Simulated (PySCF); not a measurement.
Geometry relaxation, with input and output: CH7GePS

- system: CH7GePS
- method: PBE0-D3(BJ)/def2-SVP geometry optimisation, gas phase (PySCF 2.14.0)

It belongs to a series of runs on one base structure; here: H on Ge replaced by PH2.

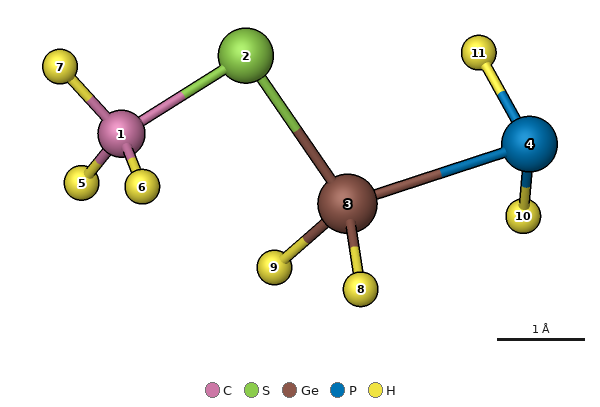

*The structure as given in the input (ball-and-stick view, seen at a tilt; atoms are numbered from 1 in the order of the input). Sticks mark near contacts.*

**Input file**
```
{"job": {"xc": "PBE0", "basis": "def2-SVP", "d3": "d3bj", "grid": 1, "shake": 0.01, "kind": "geom"}, "charge": 0, "multiplicity": 1}
C     -2.249170    -0.071870     0.059960
S     -0.834390     0.847220     0.716920
Ge     0.787430    -0.358560    -0.188920
P      2.904190     0.392950     0.526520
H     -2.227100    -0.078040    -1.039440
H     -2.297540    -1.049040     0.458050
H     -3.135920     0.504140     0.379370
H      0.581690    -1.807120     0.203240
H      0.567450    -0.371780    -1.675450
H      3.424840     0.252510    -0.726250
H      2.516620     1.713760     0.310260
```

The first line tells a small driver script what to run in PySCF; the rest is the geometry in Å.

Run as:
```bash
OMP_NUM_THREADS=1 python <driver script> task.json out
```

**What the program printed**
```
step   0  E = -2857.78116120  max force = 0.034440
step   1  E = -2857.78685216  max force = 0.008753
step   2  E = -2857.78765017  max force = 0.001879
step   3  E = -2857.78771074  max force = 0.000622
step   4  E = -2857.78777008  max force = 0.001208
step   5  E = -2857.78782248  max force = 0.001613
step   6  E = -2857.78787752  max force = 0.001202
step   7  E = -2857.78792884  max force = 0.000537
step   8  E = -2857.78796317  max force = 0.000690
step   9  E = -2857.78797976  max force = 0.000790
step  10  E = -2857.78800271  max force = 0.000497
step  11  E = -2857.78803600  max force = 0.000915
step  12  E = -2857.78808990  max force = 0.001099
step  13  E = -2857.78812990  max force = 0.000999
step  14  E = -2857.78813248  max force = 0.000367
optimisation converged
```

**Trajectory as extended XYZ (Å, eV, eV/Å), 15 frames, from step=0 to step=14**
```
11
Properties=species:S:1:pos:R:3:forces:R:3 step=0 energy=-77764.18634
C    -2.2492   -0.0719    0.0600   -0.1585   1.7710  -0.6065
S    -0.8344    0.8472    0.7169    0.2473   0.2765   0.2840
Ge    0.7874   -0.3586   -0.1889    0.3349   0.1005   0.5188
P     2.9042    0.3930    0.5265   -0.9327  -0.6397   1.4445
H    -2.2271   -0.0780   -1.0394   -0.0567  -0.1410   0.0049
H    -2.2975   -1.0490    0.4581   -0.1000  -1.5338   0.5355
H    -3.1359    0.5041    0.3794    0.0820  -0.1942  -0.0623
H     0.5817   -1.8071    0.2032   -0.0043  -0.5340   0.3292
H     0.5675   -0.3718   -1.6755    0.0491   0.2119  -0.8616
H     3.4248    0.2525   -0.7262    0.6467  -0.1433  -1.4702
H     2.5166    1.7138    0.3103   -0.1078   0.8260  -0.1162
11
Properties=species:S:1:pos:R:3:forces:R:3 step=1 energy=-77764.34120
C    -2.1901    0.0158    0.3051   -0.0066  -0.4326   0.1827
S    -0.7128    0.8871    0.9086    0.0558  -0.0408  -0.0755
Ge    0.8568   -0.3202   -0.1127   -0.1019  -0.1140  -0.3366
P     2.8731    0.6580    0.5231    0.1242   0.0901  -0.3744
H    -2.2168   -0.0321   -0.7923   -0.0131   0.0394  -0.0316
H    -2.2520   -1.0125    0.7199    0.0253   0.3176  -0.1360
H    -3.0605    0.5816    0.6581   -0.0613   0.0548   0.0027
H     0.7576   -1.8098    0.3486    0.0660   0.2997  -0.0829
H     0.6411   -0.2690   -1.6720    0.0074  -0.0270   0.4501
H     3.4293    0.5123   -0.8082   -0.1236   0.0437   0.3882
H     2.3932    1.9892    0.2550    0.0278  -0.2309   0.0133
11
Properties=species:S:1:pos:R:3:forces:R:3 step=2 energy=-77764.36291
C    -2.1987    0.0074    0.3070   -0.0112  -0.0966   0.0342
S    -0.7182    0.8906    0.8910    0.0021   0.0113  -0.0160
Ge    0.8583   -0.3044   -0.1269   -0.0065   0.0098  -0.0443
P     2.8785    0.6522    0.5263   -0.0137  -0.0035  -0.0530
H    -2.2412   -0.0326   -0.7911   -0.0074   0.0221  -0.0027
H    -2.2480   -1.0144    0.7150    0.0148   0.0519  -0.0225
H    -3.0695    0.5699    0.6717    0.0127   0.0125  -0.0047
H     0.7710   -1.7734    0.3355    0.0221  -0.0169   0.0117
H     0.6361   -0.2650   -1.6579   -0.0151   0.0161   0.0286
H     3.4539    0.5023   -0.7777   -0.0156  -0.0028   0.0708
H     2.3966    1.9679    0.2404    0.0179  -0.0039  -0.0020
11
Properties=species:S:1:pos:R:3:forces:R:3 step=3 energy=-77764.36456
C    -2.2007    0.0035    0.3069   -0.0080  -0.0067   0.0020
S    -0.7221    0.8967    0.8797    0.0047   0.0119  -0.0048
Ge    0.8553   -0.2983   -0.1350    0.0070  -0.0023   0.0102
P     2.8728    0.6512    0.5333   -0.0320   0.0002   0.0196
H    -2.2536   -0.0315   -0.7910   -0.0033   0.0089   0.0006
H    -2.2389   -1.0174    0.7127    0.0046  -0.0082  -0.0009
H    -3.0701    0.5623    0.6803    0.0022  -0.0013   0.0010
H     0.7720   -1.7666    0.3320    0.0104  -0.0128   0.0010
H     0.6334   -0.2589   -1.6630   -0.0109   0.0128  -0.0181
H     3.4643    0.4906   -0.7578    0.0154  -0.0131  -0.0046
H     2.4066    1.9689    0.2353    0.0099   0.0105  -0.0058
11
Properties=species:S:1:pos:R:3:forces:R:3 step=4 energy=-77764.36618
C    -2.2062   -0.0022    0.3068    0.0010   0.0621  -0.0191
S    -0.7304    0.9089    0.8598   -0.0004   0.0040   0.0033
Ge    0.8505   -0.2863   -0.1483    0.0111  -0.0106   0.0351
P     2.8620    0.6512    0.5494   -0.0338   0.0155   0.0606
H    -2.2779   -0.0293   -0.7903    0.0024  -0.0056   0.0016
H    -2.2229   -1.0245    0.7073   -0.0040  -0.0447   0.0114
H    -3.0752    0.5452    0.6974   -0.0038  -0.0127   0.0086
H     0.7700   -1.7540    0.3235   -0.0051  -0.0048  -0.0144
H     0.6342   -0.2453   -1.6763    0.0011   0.0069  -0.0291
H     3.4874    0.4641   -0.7196    0.0289  -0.0201  -0.0472
H     2.4273    1.9728    0.2236    0.0026   0.0099  -0.0109
11
Properties=species:S:1:pos:R:3:forces:R:3 step=5 energy=-77764.36760
C    -2.2132   -0.0091    0.3060    0.0081   0.0830  -0.0227
S    -0.7427    0.9251    0.8352   -0.0048  -0.0070   0.0076
Ge    0.8448   -0.2688   -0.1637    0.0093  -0.0122   0.0414
P     2.8466    0.6547    0.5740   -0.0177   0.0300   0.0618
H    -2.3091   -0.0263   -0.7894    0.0048  -0.0140   0.0014
H    -2.2012   -1.0348    0.6973   -0.0080  -0.0483   0.0119
H    -3.0828    0.5190    0.7210   -0.0064  -0.0169   0.0110
H     0.7619   -1.7369    0.3081   -0.0173   0.0005  -0.0246
H     0.6428   -0.2237   -1.6937    0.0121   0.0031  -0.0237
H     3.5169    0.4233   -0.6645    0.0235  -0.0209  -0.0490
H     2.4550    1.9780    0.2031   -0.0034   0.0027  -0.0151
11
Properties=species:S:1:pos:R:3:forces:R:3 step=6 energy=-77764.36910
C    -2.2221   -0.0189    0.3036    0.0115   0.0618  -0.0138
S    -0.7611    0.9449    0.8059   -0.0081  -0.0188   0.0096
Ge    0.8386   -0.2435   -0.1807    0.0026  -0.0108   0.0322
P     2.8247    0.6662    0.6097    0.0083   0.0371   0.0376
H    -2.3489   -0.0226   -0.7887    0.0046  -0.0147  -0.0002
H    -2.1724   -1.0502    0.6786   -0.0078  -0.0281   0.0056
H    -3.0925    0.4793    0.7524   -0.0060  -0.0130   0.0074
H     0.7466   -1.7141    0.2825   -0.0218   0.0047  -0.0268
H     0.6637   -0.1889   -1.7146    0.0187   0.0021  -0.0082
H     3.5507    0.3645   -0.5832    0.0052  -0.0144  -0.0265
H     2.4914    1.9838    0.1677   -0.0074  -0.0058  -0.0170
11
Properties=species:S:1:pos:R:3:forces:R:3 step=7 energy=-77764.37049
C    -2.2298   -0.0303    0.2994    0.0103   0.0125  -0.0022
S    -0.7801    0.9573    0.7868   -0.0067  -0.0239   0.0100
Ge    0.8352   -0.2186   -0.1900   -0.0063  -0.0050   0.0109
P     2.8045    0.6871    0.6438    0.0276   0.0271   0.0057
H    -2.3814   -0.0188   -0.7895    0.0019  -0.0077  -0.0016
H    -2.1480   -1.0680    0.6540   -0.0049   0.0022  -0.0017
H    -3.1013    0.4368    0.7786   -0.0034  -0.0029  -0.0001
H     0.7319   -1.6938    0.2555   -0.0134   0.0063  -0.0173
H     0.6917   -0.1499   -1.7276    0.0149   0.0042   0.0079
H     3.5733    0.3099   -0.5022   -0.0132  -0.0024   0.0033
H     2.5228    1.9888    0.1246   -0.0069  -0.0105  -0.0150
11
Properties=species:S:1:pos:R:3:forces:R:3 step=8 energy=-77764.37143
C    -2.2370   -0.0457    0.2925    0.0055  -0.0355   0.0015
S    -0.8007    0.9591    0.7822   -0.0003  -0.0196   0.0110
Ge    0.8343   -0.1933   -0.1900   -0.0130   0.0037  -0.0120
P     2.7868    0.7195    0.6752    0.0287   0.0061  -0.0191
H    -2.4051   -0.0139   -0.7935   -0.0009   0.0014  -0.0019
H    -2.1296   -1.0904    0.6210   -0.0010   0.0252  -0.0046
H    -3.1110    0.3897    0.7965   -0.0003   0.0082  -0.0076
H     0.7233   -1.6751    0.2297    0.0040   0.0032  -0.0007
H     0.7224   -0.1046   -1.7297    0.0014   0.0067   0.0160
H     3.5859    0.2620   -0.4215   -0.0219   0.0094   0.0244
H     2.5495    1.9931    0.0708   -0.0022  -0.0088  -0.0069
11
Properties=species:S:1:pos:R:3:forces:R:3 step=9 energy=-77764.37188
C    -2.2395   -0.0562    0.2861   -0.0001  -0.0406  -0.0031
S    -0.8103    0.9472    0.7975    0.0049  -0.0106   0.0121
Ge    0.8358   -0.1837   -0.1802   -0.0106   0.0079  -0.0186
P     2.7825    0.7423    0.6860    0.0110  -0.0040  -0.0208
H    -2.4029   -0.0094   -0.8002   -0.0008   0.0039  -0.0014
H    -2.1295   -1.1052    0.5994    0.0010   0.0228  -0.0024
H    -3.1177    0.3676    0.7926    0.0009   0.0096  -0.0089
H     0.7299   -1.6700    0.2231    0.0154  -0.0010   0.0074
H     0.7319   -0.0810   -1.7195   -0.0099   0.0061   0.0116
H     3.5857    0.2514   -0.3930   -0.0141   0.0086   0.0236
H     2.5528    1.9976    0.0416    0.0023  -0.0026   0.0006
11
Properties=species:S:1:pos:R:3:forces:R:3 step=10 energy=-77764.37251
C    -2.2406   -0.0724    0.2743   -0.0079  -0.0198  -0.0111
S    -0.8207    0.9181    0.8333    0.0092   0.0022   0.0127
Ge    0.8391   -0.1762   -0.1606   -0.0014   0.0100  -0.0172
P     2.7795    0.7755    0.6941   -0.0198  -0.0101  -0.0112
H    -2.3836   -0.0030   -0.8136    0.0015   0.0024  -0.0009
H    -2.1387   -1.1271    0.5685    0.0019   0.0058   0.0021
H    -3.1275    0.3439    0.7720    0.0010   0.0049  -0.0073
H     0.7546   -1.6688    0.2232    0.0256  -0.0056   0.0114
H     0.7305   -0.0543   -1.6975   -0.0223   0.0024   0.0002
H     3.5812    0.2556   -0.3711    0.0043   0.0010   0.0124
H     2.5451    2.0089    0.0107    0.0078   0.0068   0.0090
11
Properties=species:S:1:pos:R:3:forces:R:3 step=11 energy=-77764.37341
C    -2.2416   -0.0956    0.2554   -0.0132   0.0183  -0.0161
S    -0.8351    0.8738    0.8812    0.0088   0.0139   0.0111
Ge    0.8427   -0.1673   -0.1364    0.0107   0.0083  -0.0085
P     2.7701    0.8216    0.7065   -0.0471  -0.0113   0.0038
H    -2.3532    0.0040   -0.8339    0.0049  -0.0025  -0.0008
H    -2.1526   -1.1574    0.5248    0.0009  -0.0173   0.0053
H    -3.1404    0.3134    0.7375    0.0001  -0.0036  -0.0041
H     0.8001   -1.6670    0.2253    0.0291  -0.0080   0.0098
H     0.7172   -0.0226   -1.6693   -0.0291  -0.0036  -0.0122
H     3.5777    0.2690   -0.3360    0.0240  -0.0087  -0.0031
H     2.5338    2.0286   -0.0216    0.0109   0.0144   0.0148
11
Properties=species:S:1:pos:R:3:forces:R:3 step=12 energy=-77764.37488
C    -2.2421   -0.1223    0.2296   -0.0116   0.0546  -0.0120
S    -0.8516    0.8179    0.9322    0.0007   0.0201   0.0070
Ge    0.8463   -0.1598   -0.1124    0.0223   0.0025   0.0031
P     2.7522    0.8742    0.7241   -0.0565  -0.0075   0.0177
H    -2.3140    0.0100   -0.8597    0.0073  -0.0081  -0.0016
H    -2.1709   -1.1912    0.4722   -0.0018  -0.0349   0.0043
H    -3.1542    0.2824    0.6900   -0.0014  -0.0115  -0.0007
H     0.8651   -1.6650    0.2288    0.0212  -0.0065   0.0032
H     0.6908    0.0047   -1.6400   -0.0244  -0.0092  -0.0198
H     3.5777    0.2934   -0.2872    0.0352  -0.0159  -0.0157
H     2.5196    2.0562   -0.0444    0.0091   0.0163   0.0144
11
Properties=species:S:1:pos:R:3:forces:R:3 step=13 energy=-77764.37597
C    -2.2432   -0.1349    0.2112   -0.0023   0.0514  -0.0045
S    -0.8609    0.7888    0.9520   -0.0034   0.0096   0.0010
Ge    0.8476   -0.1579   -0.1045    0.0198  -0.0011   0.0089
P     2.7363    0.8982    0.7398   -0.0361   0.0002   0.0199
H    -2.2917    0.0101   -0.8778    0.0052  -0.0082  -0.0026
H    -2.1830   -1.2071    0.4432   -0.0033  -0.0283   0.0008
H    -3.1623    0.2700    0.6573   -0.0019  -0.0100   0.0007
H     0.9085   -1.6637    0.2308    0.0033  -0.0025  -0.0023
H     0.6693    0.0101   -1.6295   -0.0084  -0.0086  -0.0148
H     3.5835    0.3114   -0.2503    0.0236  -0.0122  -0.0147
H     2.5146    2.0755   -0.0389    0.0035   0.0098   0.0076
11
Properties=species:S:1:pos:R:3:forces:R:3 step=14 energy=-77764.37604
C    -2.2447   -0.1338    0.2028    0.0040   0.0189  -0.0008
S    -0.8629    0.7896    0.9450    0.0001  -0.0030  -0.0033
Ge    0.8478   -0.1590   -0.1081    0.0052  -0.0001   0.0056
P     2.7287    0.8960    0.7513   -0.0067   0.0025   0.0101
H    -2.2894    0.0075   -0.8867    0.0012  -0.0029  -0.0025
H    -2.1862   -1.2062    0.4375   -0.0025  -0.0075  -0.0019
H    -3.1650    0.2718    0.6456   -0.0014  -0.0026  -0.0009
H     0.9160   -1.6641    0.2307   -0.0069   0.0003  -0.0027
H     0.6661    0.0036   -1.6340    0.0042  -0.0041  -0.0027
H     3.5899    0.3144   -0.2313    0.0045  -0.0020  -0.0032
H     2.5186    2.0806   -0.0196   -0.0016   0.0006   0.0023
```

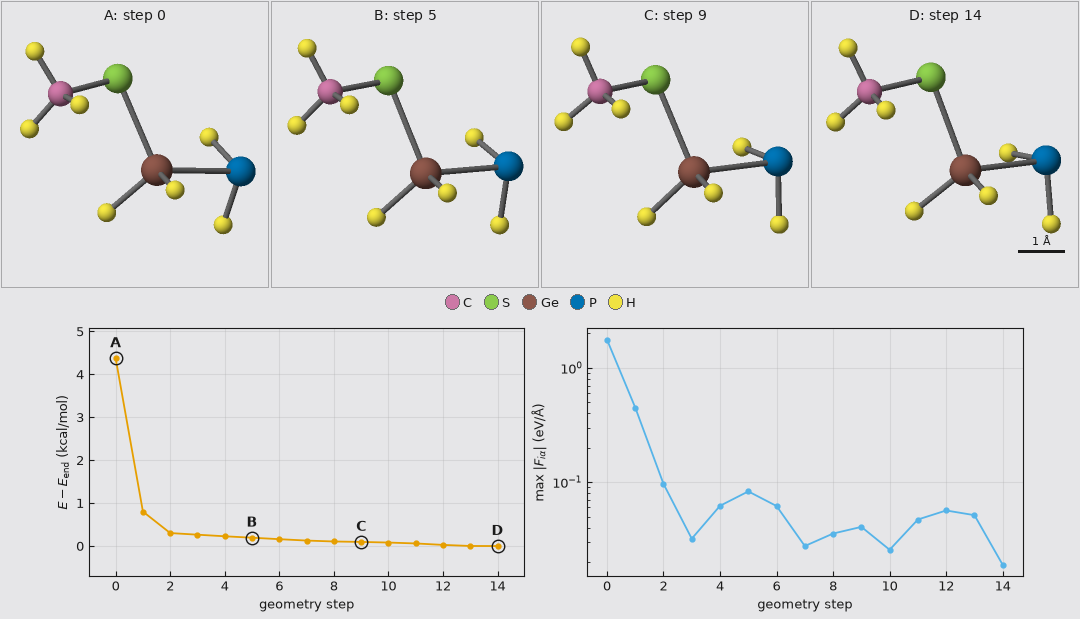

*Frames of the relaxation (ball-and-stick view, seen at a tilt) above the curves, on which the letters mark them (steps are counted from 0).*

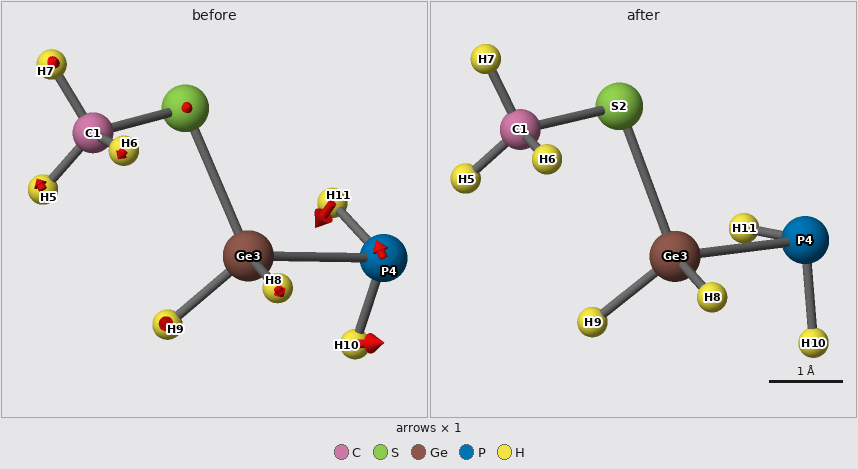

*Before (left) and after (right) the relaxation, at one scale (ball-and-stick view, seen at a tilt). The red arrows give the displacements, at true length.*

The energy falls by 4.37 kcal/mol in 14 geometry steps. The largest force component goes from 1.8 to 0.019 eV/Å. H10 moves most after the best rigid fit: 0.52 Å. Largest moves by element: H 0.52 Å, P 0.27 Å, S 0.13 Å, C 0.06 Å, Ge 0.04 Å. Among the contacts that change: P4–H10 1.364 → 1.430 Å, C1–H6 1.056 → 1.099 Å, Ge3–H9 1.503 → 1.545 Å, Ge3–P4 2.357 → 2.322 Å. Among the angles that change: S2–Ge3–P4 111.1° → 104.7°, H8–Ge3–H9 103.2° → 108.9°, Ge3–P4–H11 90.3° → 93.3°. (Atoms are counted from 1 in the order of the input.)

**Summary**

- outcome: converged
- total energy: −2857.788132 hartree
- dipole moment: 2.02 D
- point group: C1
- hardware: 1 CPU thread, shared host
- wall time: 71 s
- peak memory: 0.49 GiB
